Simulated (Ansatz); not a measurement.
## Sn on Zr(0001), ontop start, 2x2 cell: photoemission fingerprints

Aim: how the adsorbate changes the work function, the valence spectrum and the core levels in Sn on Zr(0001), ontop start, 2x2 cell. Spin–orbit coupling is left out of the bands throughout.

Method: DFT, PBE, plane-wave PAW, default files, scalar-relativistic, in Ansatz 0.2.0.

### 1. Set-up

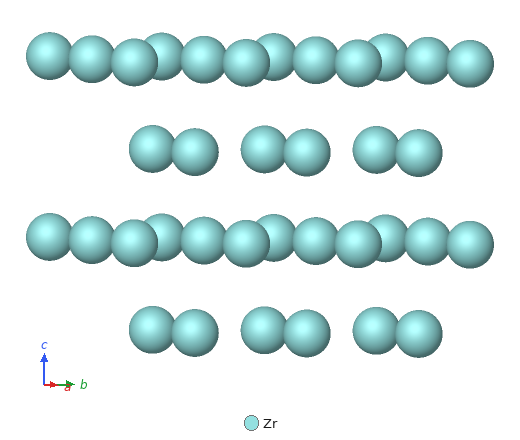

The starting structure, seen from the side, with the c axis up (zirconium light teal). 2×3×1 cells are drawn. Some periodic images of atoms are drawn too.

The cell holds 4 atoms: 4 Zr. Cell: a = 3.230 Å, b = 3.230 Å, c = 22.755 Å, α = 90.0°, β = 90.0°, γ = 60.0°. It derives from Zr. Vacuum lies along c.

### 2. The clean face

The clean face is the reference for what the added atoms change.

Contents of input.yaml:

```yaml
crystal:
  lattice:
    - [3.23, 0.0, 0.0]
    - [1.615, 2.7972620542, 0.0]
    - [0.0, 0.0, 22.755]
  atoms:
    - { symbol: Zr, position: [0.0, 0.0, 0.670402109] }
    - { symbol: Zr, position: [0.666666667, 0.666666667, 0.556800703] }
    - { symbol: Zr, position: [0.0, 0.0, 0.443199297] }
    - { symbol: Zr, position: [0.666666667, 0.666666667, 0.329597891] }
kpoints:
  mp_grid: { grid: [18, 18, 1] }
scf:
  occupations: { method: fermi_dirac, width: 0.05 }
  n_extra_bands: 12
hamiltonian:
  xc: pbe
  pseudopotentials: { kind: paw }
output:
  forces: true
  write_potential: true
  volumetric_format: []
  dos:
    projected: true
    de: 0.05
    e_range: [-30, 12]
    method: { smearing: { sigma: 0.1, scheme: gaussian } }
efield:
  axis: 3
  dipole_correction: true
relax:
  f_tol: 0.03
  max_steps: 50
  constraints: [{ sites: [2, 3] }]
```

Command:

```
> ansatz run input.yaml --threads 8 --pin off --max-ram 20480MiB --backend cpu --events-out ev --progress --plain --runs-dir out
```

Numbers of over 12 decimals in the logs are rounded to 6 here.

Log:

```text
scf.n_extra_bands = 12 over 24 filled bands (N_el = 48.0): the run solves 36 bands
Engine: ansatz 0.2.0, aarch64-unknown-linux-gnu
Pseudopotentials: kind: paw
Pseudopotential: Zr, paw, valence charge 12, recommended cutoff 420 eV (normal), Zr.paw.azcp
Functional definition: PBE
  parameter kappa = 0.804
  parameter beta = 0.066725
  exchange = pbe_x(kappa = kappa, mu = beta*pi^2/3)
  correlation = pbe_c(beta = beta)
Crystal: 4 atoms, lattice volume = 205.595 Å³
Basis set: ecut = 420 eV, 4109 PW (Γ), exchange–correlation on 48×48×320 points (8 copies of the dense FFT grid, shifted against one another)
Bands: 36, of which v1, the nominal top of the filled ones, is band 24 counted from 1 (23 counted from 0)
Symmetry: 6 space group operations
k-points: 37 of 324 (time reversal used)
Non-local potential: Zr, projectors of the file, l = 0: 3, l = 1: 2, l = 2: 2, l = 3: 2
PAW form: soft (Blöchl's): semilocal exchange-correlation on the pseudo side does not see the compensation charge
PAW one-centre angular grid: Zr, 590 points (default); XC on 64 Gauss nodes
Initial density: superposition of atomic densities (neutral atoms: chi_scale 0, normalization atom), corrected by the library's trained network
Initial wavefunctions: pseudopotential atomic-orbital guess
Functional: x = pbe(κ = 0.804, μ = 0.219515), c = pbe(β = 0.066725)
SCF iter   1: F=—  HF=-16733.460048 eV  |F-HF|=—  |Δ(HF+E_count)|=         —  Δρ=5.03e-3  dr2=5.61e-1  ethr=1.77e-3  p=0.000 e·Å  D=6.24e-14 V/Å  ΔV_dip=-0.00 eV  dr2_dipole=1.52e-5  V_vac-E_F(+/−)=4.14/4.14 eV  ⟨swp⟩=5.5  Hψ=5623  notcnv=0  defer=12
efield: sawtooth ramp at fractional position 0.9500 (placed from the atoms, in the widest stretch of the axis that holds none; the zero of the levels goes with the place), width 0.1000; the density the first Hamiltonian is built on has a dipole p = 0.000 e·Å; the dipole correction subtracts the counter field D = 6.24e-14 V/Å, which shifts the + side's vacuum level by -0.00 eV against the − side's; the planar-averaged density in the ramp window peaks in size at 7.5e-5 e/Å³
preconditioner: auto → LDOS  [metal: Δε(μ)=0.020 eV  Ē_g=3.546 eV  σ=0.050 eV  W_gap=0.10  n_scr=14 (ndim 8)  ℏωp=10.4 eV  f_vac=0.462  D(μ)=7.38/eV (n_scr^D=72)  β→1.0]
SCF iter   2: F=—  HF=-16733.448030 eV  |F-HF|=—  |Δ(HF+E_count)|=   1.20e-2  Δρ=1.31e-3  dr2=9.06e-3  ethr=1.17e-3  p=0.000 e·Å  D=1.84e-5 V/Å  ΔV_dip=-0.00 eV  dr2_dipole=1.40e-5  V_vac-E_F(+/−)=4.16/4.16 eV  ⟨swp⟩=1.4  Hψ=1648  notcnv=0  defer=34
SCF iter   3: F=—  HF=-16733.448413 eV  |F-HF|=—  |Δ(HF+E_count)|=   3.83e-4  Δρ=4.71e-4  dr2=3.19e-3  ethr=1.89e-5  p=0.000 e·Å  D=2.74e-6 V/Å  ΔV_dip=-0.00 eV  dr2_dipole=2.43e-7  V_vac-E_F(+/−)=4.17/4.17 eV  ⟨swp⟩=2.4  Hψ=1897  notcnv=0  defer=76
SCF iter   4: F=—  HF=-16733.448494 eV  |F-HF|=—  |Δ(HF+E_count)|=   8.05e-5  Δρ=1.88e-4  dr2=2.17e-4  ethr=6.64e-6  p=-0.000 e·Å  D=-2.79e-6 V/Å  ΔV_dip=0.00 eV  dr2_dipole=1.57e-8  V_vac-E_F(+/−)=4.17/4.17 eV  ⟨swp⟩=1.0  Hψ=1254  notcnv=0  defer=76
iter 5 did not close the SCF: its close was put off for the readings that it lacked (scf_convergence_deferred on its scf_iter line)
SCF iter   5: F=-16733.448502 eV  HF=-16733.448500 eV  |F-HF|=1.80e-6  |Δ(HF+E_count)|=   6.88e-6  Δρ=6.21e-5  dr2=1.18e-5  ethr=4.51e-7  p=-0.000 e·Å  D=-1.94e-6 V/Å  ΔV_dip=0.00 eV  dr2_dipole=9.77e-9  V_vac-E_F(+/−)=4.17/4.17 eV  ⟨swp⟩=2.1  Hψ=1652  notcnv=0  defer=76
SCF iter   6: F=-16733.448506 eV  HF=-16733.448506 eV  |F-HF|=3.81e-7  |Δ(HF+E_count)|=   5.38e-6  Δρ=2.08e-5  dr2=1.88e-6  ethr=2.45e-8  p=-0.000 e·Å  D=-9.55e-7 V/Å  ΔV_dip=0.00 eV  dr2_dipole=1.60e-9  V_vac-E_F(+/−)=4.17/4.17 eV  ⟨swp⟩=12.5  Hψ=10880  notcnv=0
WARN: efield: at this solve's end the planar-averaged density reaches 1.23e-5 e/Å³ inside the ramp window [0.9061, 0.0939] (bound 1e-5 e/Å³); the window's nearer edge stands 5.36 Å from this solve's nearest atom along the axis. Its work functions, free energy, forces, stress, dipole, levels and responses can be off, and this figure does not tell by how much. A short vacuum, a low `basis.ecutwfc` or `basis.ecutrho_ratio` and negative occupations (`scf.occupations.method`) can put density there. See the manual's quickstart, § The vacuum guard
SCF 1 converged in 6 iterations: F = -16733.448506 eV  dr2 = 1.88e-6
  greatest PAW one-centre occupation: 0.996 electrons in one spin orbital (limit 2), on the Zr atom at site 3 (counted from 0), in its partial waves of l = 0
relax step   1: F+E_penalty+E_count = -16733.44850620 eV  Δ(F+E_penalty+E_count) = +0.000e0 eV  max|allowed force component| = 6.210e-1 eV/Å  Δτ_max = 0.0000 Å  (6 SCF iters, dr2 threshold 2.25e-5 eV, accepted)
Initial density: handed on by an earlier stage of this run
Initial wavefunctions: those handed on with the density
SCF iter   1: F=—  HF=-16733.588638 eV  |F-HF|=—  |Δ(HF+E_count)|=         —  Δρ=8.11e-3  dr2=1.67e0  ethr=3.10e-3  p=-0.000 e·Å  D=-1.32e-6 V/Å  ΔV_dip=0.00 eV  dr2_dipole=1.89e-1  V_vac-E_F(+/−)=4.16/4.16 eV  ⟨swp⟩=3.8  Hψ=3386  notcnv=0  defer=66
efield: sawtooth ramp at fractional position 0.9500 (handed on by an earlier solve), width 0.1000; the density the first Hamiltonian is built on has a dipole p = -0.000 e·Å; the dipole correction subtracts the counter field D = -1.32e-6 V/Å, which shifts the + side's vacuum level by +0.00 eV against the − side's; the planar-averaged density in the ramp window peaks in size at 1.3e-5 e/Å³
preconditioner: auto → LDOS  [metal: Δε(μ)=0.012 eV  Ē_g=3.621 eV  σ=0.050 eV  W_gap=0.06  n_scr=14 (ndim 8)  ℏωp=10.4 eV  f_vac=0.468  D(μ)=6.92/eV (n_scr^D=58)  β→1.0]
SCF iter   2: F=—  HF=-16733.496096 eV  |F-HF|=—  |Δ(HF+E_count)|=   9.25e-2  Δρ=4.90e-3  dr2=2.39e-1  ethr=3.10e-3  p=0.011 e·Å  D=1.01e-2 V/Å  ΔV_dip=-0.23 eV  dr2_dipole=4.12e-2  V_vac-E_F(+/−)=3.95/4.18 eV  ⟨swp⟩=2.1  Hψ=2208  notcnv=0  defer=74
SCF iter   3: F=—  HF=-16733.477907 eV  |F-HF|=—  |Δ(HF+E_count)|=   1.82e-2  Δρ=1.97e-3  dr2=5.40e-2  ethr=4.98e-4  p=0.005 e·Å  D=4.81e-3 V/Å  ΔV_dip=-0.11 eV  dr2_dipole=9.21e-3  V_vac-E_F(+/−)=4.08/4.19 eV  ⟨swp⟩=2.6  Hψ=2081  notcnv=0  defer=74
SCF iter   4: F=—  HF=-16733.472886 eV  |F-HF|=—  |Δ(HF+E_count)|=   5.02e-3  Δρ=4.36e-4  dr2=5.42e-3  ethr=1.13e-4  p=0.005 e·Å  D=4.41e-3 V/Å  ΔV_dip=-0.10 eV  dr2_dipole=2.12e-3  V_vac-E_F(+/−)=4.09/4.19 eV  ⟨swp⟩=2.3  Hψ=1855  notcnv=0  defer=74
[...]
SCF iter   3: F=—  HF=-16733.493828 eV  |F-HF|=—  |Δ(HF+E_count)|=   3.51e-3  Δρ=7.23e-4  dr2=4.08e-3  ethr=1.16e-4  p=0.001 e·Å  D=1.27e-3 V/Å  ΔV_dip=-0.03 eV  dr2_dipole=1.04e-4  V_vac-E_F(+/−)=4.16/4.19 eV  ⟨swp⟩=2.0  Hψ=1980  notcnv=0  defer=73
SCF iter   4: F=—  HF=-16733.493109 eV  |F-HF|=—  |Δ(HF+E_count)|=   7.20e-4  Δρ=2.02e-4  dr2=1.56e-4  ethr=8.51e-6  p=0.001 e·Å  D=8.64e-4 V/Å  ΔV_dip=-0.02 eV  dr2_dipole=3.19e-5  V_vac-E_F(+/−)=4.17/4.19 eV  ⟨swp⟩=2.1  Hψ=1970  notcnv=0  defer=75
SCF iter   5: F=-16733.493143 eV  HF=-16733.493151 eV  |F-HF|=8.34e-6  |Δ(HF+E_count)|=   4.28e-5  Δρ=6.62e-5  dr2=1.64e-5  ethr=3.68e-8  p=0.001 e·Å  D=6.28e-4 V/Å  ΔV_dip=-0.01 eV  dr2_dipole=1.21e-6  V_vac-E_F(+/−)=4.17/4.18 eV  ⟨swp⟩=14.5  Hψ=11632  notcnv=0
WARN: efield: at this solve's end the planar-averaged density reaches 1.04e-5 e/Å³ inside the ramp window [0.9048, 0.0927] (bound 1e-5 e/Å³); the window's nearer edge stands 5.39 Å from this solve's nearest atom along the axis. Its work functions, free energy, forces, stress, dipole, levels and responses can be off, and this figure does not tell by how much. A short vacuum, a low `basis.ecutwfc` or `basis.ecutrho_ratio` and negative occupations (`scf.occupations.method`) can put density there. See the manual's quickstart, § The vacuum guard
SCF 3 converged in 5 iterations: F = -16733.493143 eV  dr2 = 1.64e-5
relax step   3: F+E_penalty+E_count = -16733.49314299 eV  Δ(F+E_penalty+E_count) = -2.055e-2 eV  max|allowed force component| = 6.888e-2 eV/Å  Δτ_max = 0.0614 Å  (5 SCF iters, dr2 threshold 1.77e-5 eV, accepted)
SCF iter   1: F=—  HF=-16733.494418 eV  |F-HF|=—  |Δ(HF+E_count)|=         —  Δρ=6.57e-4  dr2=1.44e-2  ethr=2.00e-4  p=0.001 e·Å  D=6.28e-4 V/Å  ΔV_dip=-0.01 eV  dr2_dipole=3.05e-3  V_vac-E_F(+/−)=4.17/4.18 eV  ⟨swp⟩=2.2  Hψ=2245  notcnv=0  defer=72
efield: sawtooth ramp at fractional position 0.9488 (handed on by an earlier solve), width 0.1000; the density the first Hamiltonian is built on has a dipole p = 0.001 e·Å; the dipole correction subtracts the counter field D = 6.28e-4 V/Å, which shifts the + side's vacuum level by -0.01 eV against the − side's; the planar-averaged density in the ramp window peaks in size at 1.0e-5 e/Å³
preconditioner: auto → LDOS  [metal: Δε(μ)=0.013 eV  Ē_g=3.573 eV  σ=0.050 eV  W_gap=0.07  n_scr=14 (ndim 8)  ℏωp=10.4 eV  f_vac=0.465  D(μ)=7.40/eV (n_scr^D=72)  β→1.0]
SCF iter   2: F=—  HF=-16733.493860 eV  |F-HF|=—  |Δ(HF+E_count)|=   5.57e-4  Δρ=3.31e-4  dr2=9.55e-4  ethr=3.00e-5  p=0.001 e·Å  D=1.10e-3 V/Å  ΔV_dip=-0.02 eV  dr2_dipole=1.00e-6  V_vac-E_F(+/−)=4.16/4.18 eV  ⟨swp⟩=1.0  Hψ=1628  notcnv=0  defer=72
SCF iter   3: F=—  HF=-16733.493821 eV  |F-HF|=—  |Δ(HF+E_count)|=   3.93e-5  Δρ=1.34e-4  dr2=1.77e-4  ethr=1.99e-6  p=0.001 e·Å  D=8.84e-4 V/Å  ΔV_dip=-0.02 eV  dr2_dipole=2.48e-6  V_vac-E_F(+/−)=4.16/4.18 eV  ⟨swp⟩=2.1  Hψ=1839  notcnv=0  defer=72
SCF iter   4: F=—  HF=-16733.493797 eV  |F-HF|=—  |Δ(HF+E_count)|=   2.43e-5  Δρ=2.85e-5  dr2=8.63e-6  ethr=3.69e-7  p=0.001 e·Å  D=9.43e-4 V/Å  ΔV_dip=-0.02 eV  dr2_dipole=9.18e-7  V_vac-E_F(+/−)=4.16/4.18 eV  ⟨swp⟩=2.2  Hψ=1732  notcnv=0  defer=72
SCF iter   5: F=—  HF=-16733.493673 eV  |F-HF|=—  |Δ(HF+E_count)|=   1.24e-4  Δρ=8.75e-6  dr2=3.06e-7  ethr=1.80e-8  p=0.001 e·Å  D=9.68e-4 V/Å  ΔV_dip=-0.02 eV  dr2_dipole=4.28e-10  V_vac-E_F(+/−)=4.16/4.18 eV  ⟨swp⟩=1.7  Hψ=1507  notcnv=0  defer=72
SCF iter   6: F=-16733.493673 eV  HF=-16733.493673 eV  |F-HF|=4.25e-9  |Δ(HF+E_count)|=   9.12e-8  Δρ=2.43e-6  dr2=2.10e-8  ethr=2.08e-10  p=0.001 e·Å  D=9.75e-4 V/Å  ΔV_dip=-0.02 eV  dr2_dipole=1.40e-9  V_vac-E_F(+/−)=4.16/4.18 eV  ⟨swp⟩=12.7  Hψ=9098  notcnv=0
WARN: efield: at this solve's end the planar-averaged density reaches 1.02e-5 e/Å³ inside the ramp window [0.9048, 0.0927] (bound 1e-5 e/Å³); the window's nearer edge stands 5.39 Å from this solve's nearest atom along the axis. Its work functions, free energy, forces, stress, dipole, levels and responses can be off, and this figure does not tell by how much. A short vacuum, a low `basis.ecutwfc` or `basis.ecutrho_ratio` and negative occupations (`scf.occupations.method`) can put density there. See the manual's quickstart, § The vacuum guard
SCF 4 converged in 6 iterations: F = -16733.493673 eV  dr2 = 2.10e-8
relax step   4: F+E_penalty+E_count = -16733.49367286 eV  Δ(F+E_penalty+E_count) = -5.299e-4 eV  max|allowed force component| = 2.473e-2 eV/Å  Δτ_max = 0.0110 Å  (6 SCF iters, accepted)
NSCF: frozen V_eff on 37 k-points
the band table was solved once a step of the walk had ended and its energy, with any forces and stress, was formed, with the checks that follow a solve (6172 applications of the Hamiltonian). They found nothing against the state; the energy, forces and stress were not computed again (output.eigenvalues in the input reference)
WARN: The output density's exchange-correlation potential varies sharply where the density is thin. Do not read a vacuum level from v_tot or v_xc, or from such a field of the output density. On a cell that repeats whose density bears no net charge and no dipole along the vacuum's axis use v_es (v_loc + v_h of the components); under efield.dipole_correction with no amplitude use v_es + v_field, which holds any externa [...]
SCF converged after 6 iterations
Free energy (F): -16733.493673 eV
Harris-Foulkes:  -16733.493673 eV  (|F-HF|=4.25e-9)
Internal energy: -16733.434026 eV  (E = F + TS)
E sigma→0 (E₀):  -16733.463850 eV
Entropy (-TS):   -0.059646 eV (-14.912 meV/atom)
Fermi energy:    4.185520 eV
Dipole field:    D = 0.001024 V/Å  (p = 0.001164 e·Å, saw-weighted, corrected)
Work function:   Φ+ = 4.1589 eV   Φ− = 4.1823 eV
Levels:          The Fermi level and band energies are counted from a zero that moves with the ramp; work functions are not
Vacuum region:   at the solve's end the planar-averaged density reaches 1.02e-5 e/Å³ inside the ramp window [0.9048, 0.0927] (bound 1e-5 e/Å³)
--- Per-component energies (eV) ---
  E_band       = -857.750131
  E_kinetic    = 1325.804282
  E_local      = -29614.388515  (includes V_loc(G=0)·N_el)
  E_nonlocal   = 323.541958
  E_hartree    = 14094.151157
  E_xc         = -642.804208
  E_vxc        = -758.561520  (∫ρ·V_xc dr)
  E_paw        = -11816.647275  (= ΣΔE_a)
  E_vpaw       = -322.451349  (= ΣTr[D̂ρ^β])
  E_aug_tail   = 0.000098  (compensation charges beyond the density's cutoff)
  E_efield     = 0.000001  (sawtooth field / dipole correction)
  E_vefield    = -0.001701  (∫n·V_field dr)
  E_ewald      = 9596.908477
  E_smearing   = -0.059646  (= −TS)
  E_closure    = 0.000000  (closes the sum)
  Σ components = -16733.493673   (vs F -16733.493673, Δ=0.00e0)
--- Forces (eV/Å), atoms counted from 1 ---
  atom   1  Zr    -0.00000000     0.00000000     0.00304975
  atom   2  Zr     0.00000000     0.00000000    -0.02472945
  atom   3  Zr     0.00000000     0.00000000    -0.50665539
  atom   4  Zr    -0.00000000    -0.00000000     0.52829765
  max |Σ_I F_I| component: 3.74e-5 eV/Å
--- Band table (eV; the first three rows and the last of 37) ---
  k-point 0: bands = [... 20 lower, 3.9329, 4.2358, 4.7262, 4.8150, 4.9547, 4.9547, 5.0520, 5.0520, ... 8 higher]
  k-point 1: bands = [... 20 lower, 3.8918, 4.2370, 4.6202, 4.6880, 4.9041, 5.0092, 5.0217, 5.1219, ... 8 higher]
  k-point 2: bands = [... 20 lower, 3.7568, 4.1526, 4.3788, 4.4838, 4.6935, 4.8426, 5.1105, 5.2078, ... 8 higher]
  k-point 36: bands = [... 20 lower, 3.1487, 3.3630, 3.4368, 4.2308, 4.2468, 4.2951, 4.3473, 4.4526, ... 8 higher]
--- Relaxed structure (4 steps of the walk, 4 accepted, 0 SCFs on fresh bases) ---
  F+E_penalty+E_count = -16733.49367286 eV   max|allowed force component| = 2.473e-2 eV/Å
  atoms:
    - { symbol: Zr, position: [7.25988054477476e-19, 0, 0.667617] }
    - { symbol: Zr, position: [0.666667, 0.666667, 0.560772] }
    - { symbol: Zr, position: [0.0, 0.0, 0.443199] }
    - { symbol: Zr, position: [0.666667, 0.666667, 0.329598] }
```

The job ended after 11 s (8 threads of Arm Neoverse V1, shared host; peak memory 0.89 GiB).

The steps of the relaxation:

```
step  energy less that of the first step (eV)  largest force component (eV/Å)
   1                                   0.0000                          0.6210
   2                                  -0.0241                          0.5316
   3                                  -0.0446                          0.0689
   4                                  -0.0452                          0.0247
```

The run keeps the 6 symmetry operations that it works with, so distortions that break them were not tested.

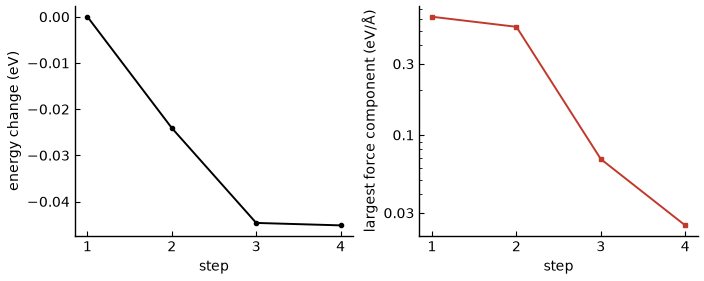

Energy and largest force along the relaxation.

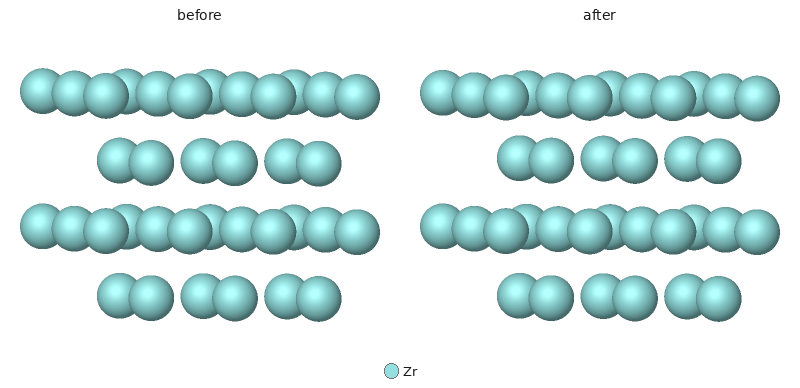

The structure before and after the relaxation, drawn at the same scale.

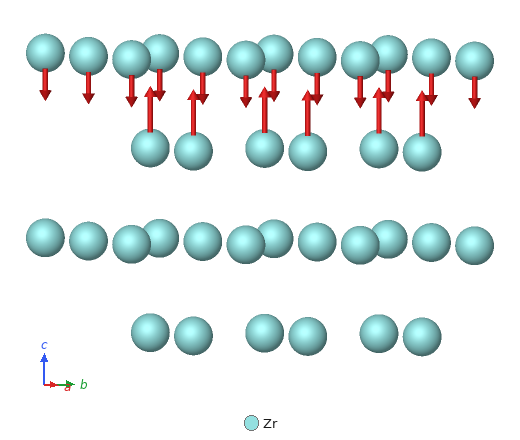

Displacements in the relaxation, exaggerated; the longest in the cell stands for 0.09 Å. 2×3×1 cells are drawn. Some periodic images of atoms are drawn too.

The atoms that moved most (Å):

```
atom     dx     dy      dz  length
 Zr2  0.000  0.000   0.090   0.090
 Zr1  0.000  0.000  -0.063   0.063
```

The relaxed structure:

```cif
data_structure
_symmetry_space_group_name_H-M 'P 1'
_symmetry_Int_Tables_number 1
_cell_length_a 3.2300
_cell_length_b 3.2300
_cell_length_c 22.7550
_cell_angle_alpha 90.000
_cell_angle_beta 90.000
_cell_angle_gamma 60.000
_cell_volume 205.59
loop_
_atom_site_label
_atom_site_type_symbol
_atom_site_fract_x
_atom_site_fract_y
_atom_site_fract_z
_atom_site_occupancy
Zr1 Zr 0.00000 0.00000 0.66762 1
Zr2 Zr 0.66667 0.66667 0.56077 1
Zr3 Zr 0.00000 0.00000 0.44320 1
Zr4 Zr 0.66667 0.66667 0.32960 1
```

Numbers from this step:

```yaml
free_energy: -16733.4937 eV
energy_at_zero_smearing: -16733.4638 eV
smearing_term_ts: 0.05965 eV
fermi_energy: 4.186 eV
symmetry_operations: 6
zero_of_energy: Fermi level
share_of_occupied_states_in_no_projected_shell: 0.0069 of the occupied states in the window
dos_at_the_fermi_level: 7.377 states/eV/cell
work_function_upper_face: 4.159 eV
work_function_lower_face: 4.181 eV
```

The planar mean, electrostatic potential oscillates, so the rows of the table below give means over windows of 1 Å about each position, cut where the curve ends. Its maxima inside the range that stand out by 2 % of the span (Å: eV): 8.8: -0.0689, 11.4: 0.223, 13.9: -1.02. Its minima: 7.5: -18.1, 10.1: -17.9, 12.8: -17.8, 15.2: -18.1.

From the Fermi level. Planar mean, electrostatic potential against z; means over each step:

```
z (Å)  planar mean, electrostatic potential (eV)
    0                                       4.17
    1                                       4.18
    2                                       4.18
    3                                       4.18
    4                                       4.15
    5                                       3.85
    6                                       1.57
    7                                      -10.9
    8                                      -10.5
    9                                      -2.32
   10                                      -15.2
   11                                      -3.98
   12                                      -6.20
   13                                      -14.0
   14                                      -2.70
   15                                      -14.7
   16                                      -5.74
   17                                       2.77
   18                                       3.99
   19                                       4.14
   20                                       4.16
   21                                       4.16
   22                                       4.16
```

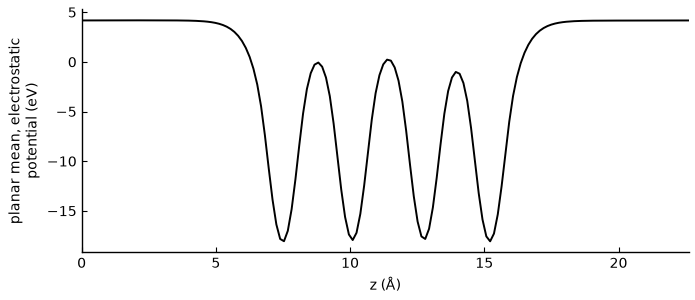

Planar mean, electrostatic potential, plotted against z.

Recipe: projected DOS times atomic cross section and asymmetry factor (unpolarised light, 54.7° from the beam), occupied states only, Fermi edge at 77 K, a Lorentzian width of 0.1 eV growing by 0.08 eV per eV of binding energy, and a resolution of 0.15 eV. Each atom is damped by exp[−depth/(λ cos θ)], θ = 0° from the normal, λ from the universal curve. Curves are cut 10 eV under the photon energy, above any shell that the free atom's threshold puts out of reach, or at the lower edge of the window: 11.2 eV at 21.2 eV, 29.1 eV at 60 eV, 29.1 eV at 1486.7 eV and 29.1 eV at 5414.7 eV. Matrix elements of the solid and inelastic losses aren't modelled, nor non-dipole terms, which matter above 3 keV.

Share of each shell in the spectrum's area (%), by photon energy:

```
shell  21.2 eV  60 eV  1486.7 eV  5414.7 eV
Zr 5s      0.2    1.8        1.3        2.6
Zr 4p      0.0   79.9       86.5       93.7
Zr 4d     99.8   18.3       12.1        3.6
```

Cross sections used, in Mb an electron:

```
shell  21.2 eV  60 eV  1486.7 eV  5414.7 eV
Zr 5s    0.033  0.028     2.2e-4     1.8e-5
Zr 4p        -   0.21     0.0024     1.1e-4
Zr 4d      5.5  0.081     5.6e-4     6.9e-6
```

At the Fermi level the DOS is 7.38 states/eV a cell, and on the broadened curves Zr 4d holds 86 % of the total there.

[end of part 1 of 5]

[Logs are printed without paths, hosts, clocks, repeated set-up lines and the standing remarks that a program may print on its own settings, such as how far it seeks lower states.]

[Hosts, paths, dates, database ids (printed as entryN), source tags and the programs' standing remarks are cut or masked in the printed files.]

[Maps of the electrostatic potential energy from Ansatz leave out the sawtooth potential of an applied field or a dipole correction, so their vacuum need not be flat; work functions include it.]
